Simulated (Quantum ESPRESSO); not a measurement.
# Run report: Co₂PtO₄, workfunction calculation (part 3 of 3)

Co₂PtO₄ (slab, 7 atoms in the cell); Kohn-Sham DFT of a periodic cell, PBE, PseudoDojo 0.4.1 SR PBE standard, spin-polarised (Quantum ESPRESSO 7.5); cutoff 1306.15 eV, 11×11×1 k-mesh, fermi-dirac of 0.05 eV, collinear spins. The structure derives from a Materials Project entry.

Geometry of the input (Å; fractional positions):
```
2.8245  0.0000  0.0000
-1.4123  2.4461  0.0000
0.0000  0.0000  22.8788
O  0.0000  0.0000  0.3278
Co 0.3333  0.6667  0.3702
O  0.6667  0.3333  0.4126
Pt 0.6667  0.3333  0.5000
O  0.6667  0.3333  0.5874
Co 0.0000  0.0000  0.6298
O  0.3333  0.6667  0.6722
```

**File pp_elf.out**
```
This program is part of the open-source Quantum ESPRESSO suite
     for quantum simulation of materials; please cite
         "P. Giannozzi et al., J. Phys.:Condens. Matter 21 395502 (2009);
         "P. Giannozzi et al., J. Phys.:Condens. Matter 29 465901 (2017);
         "P. Giannozzi et al., J. Chem. Phys. 152 154105 (2020);
          URL
     in publications or presentations arising from this work. More details at

     ./tmp/pwscf.save/

     IMPORTANT: XC functional enforced from input :
     Exchange-correlation= PBE
                           (   1   4   3   4   0   0   0)
     Any further DFT definition will be discarded
     Please, verify this is what you really want

     G-vector sticks info
     --------------------
     sticks:   dense  smooth     PW     G-vecs:    dense   smooth      PW
     Sum         745     745    211               135509   135509   21043

     Using Slab Decomposition

     Calling punch_plot, plot_num =   8
     Message from routine do_elf_kin:
     elf/kin + US not fully implemented
     Writing data to file  elf.dat
     Reading data from file  elf.dat

     Writing data to be plotted to file elf.cube
     Plot Type: 3D                     Output format: Gaussian cube

=------------------------------------------------------------------------------=
   JOB DONE.
=------------------------------------------------------------------------------=
```

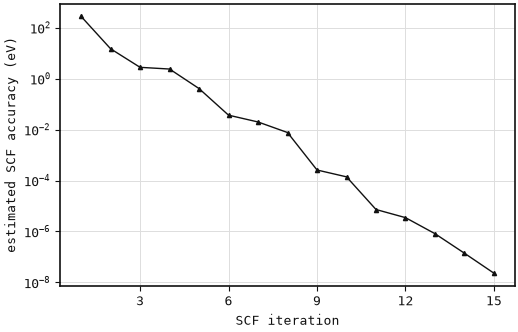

Figure 1. Convergence of the self-consistent field: estimated SCF accuracy against the iteration. The field takes 15 iterations in all.

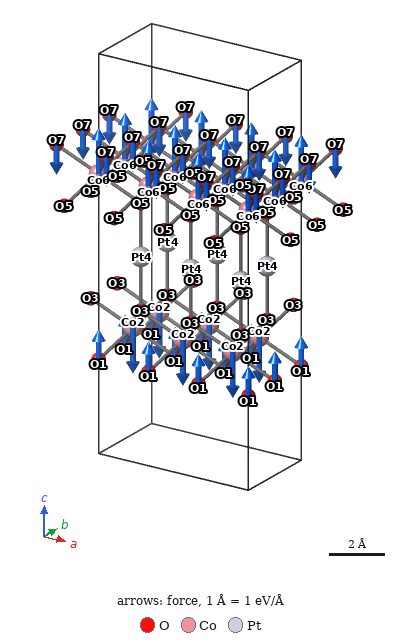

Figure 2. Forces on the atoms as blue arrows (ball-and-stick view of the 3 × 2 repeat of the cell, with the vacuum cut short, seen slightly off an axis; bonded neighbours outside the cell are drawn too; atoms are numbered from 1 in the order of the input). The largest act on Co2, Co6 (1.72 eV/Å); O1, O7 (1.12 eV/Å). The geometry is not a stationary point of this energy.
